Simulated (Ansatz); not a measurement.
# Al2N2 (triplet): what the fields show

Input file:

```
crystal:
  periodic: [false, false, false]
  atoms:
    - {symbol: Al, position_ang: [1.475991, -0.500615, -0.911501]}
    - {symbol: Al, position_ang: [-1.341979, 1.159960, 0.337056]}
    - {symbol: N, position_ang: [0.300886, -0.030171, 0.719219]}
    - {symbol: N, position_ang: [-0.434909, -0.629175, -0.144774]}
basis:
  gaussian: {orbitals: def2-TZVP, initial_orbitals: start.molden}
magnetization: {spin_polarized: true, initial_magnetization: 2}
hamiltonian: {xc: pbe0, dispersion: d4}
scf: {omitted_lower_state_checks: [starts]}
output: {orbitals: {seedname: orbitals}}
```

Run with:

```sh
ansatz run in.yaml --threads 4 --pin off --events-out ev --progress --plain --max-ram 3916MiB
```

Geometry: PBE0-D4/def2-TZVP.

All numbers below come from UKS PBE0-D4/def2-TZVP in Ansatz 0.2.0.

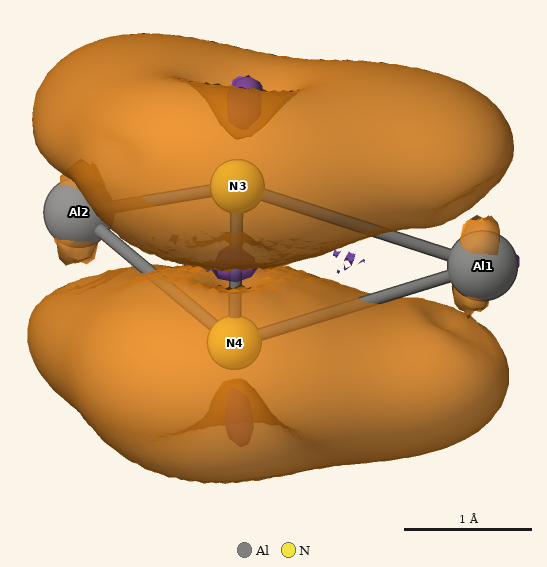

Figure 1. Isosurfaces of the spin density at +0.02 (orange) and −0.02 e/Å³ (purple), seen at an oblique angle.

Question: Where is the unpaired spin?

Answer: The unpaired spin (2 electrons) lies mostly on N3 (about 0.8), N4 (about 0.8), Al1 (about 0.2) and Al2 (about 0.2), in electrons by Hirshfeld's partition.

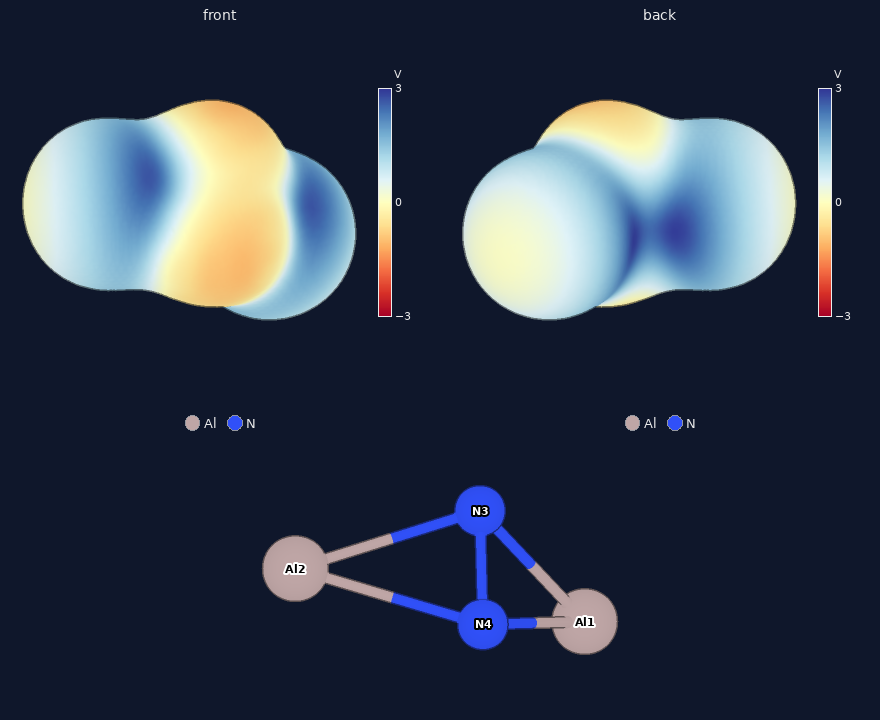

Figure 2. The molecular electrostatic potential painted on the density surface at 0.004 e/bohr³, seen from the front and from behind; the colour scale runs from red (negative) to blue (positive). The bare structure is drawn below in the same view.

Question: Which sites attract a positive test charge, and which a negative one?

Answer: A positive charge is drawn to the negative regions and a negative charge to the positive ones. The most negative region (about −1.0 V) lies over N3 and N4, the most positive (about +2.8 V) over Al1 and Al2.

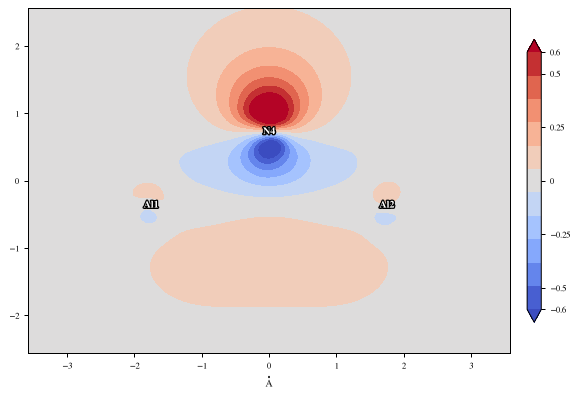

Figure 3. The HOMO (α) on the plane of atoms Al1, N4 and Al2 (values in Å⁻³ᐟ²; the overall sign is arbitrary).

Question: What is the character of this orbital?

Answer: Its weight (Hirshfeld) is mainly on N3 (about 40 %), N4 (about 40 %) and Al1 (about 10 %); π-antibonding (π*) across N3–N4. Its energy is −5.56 eV.
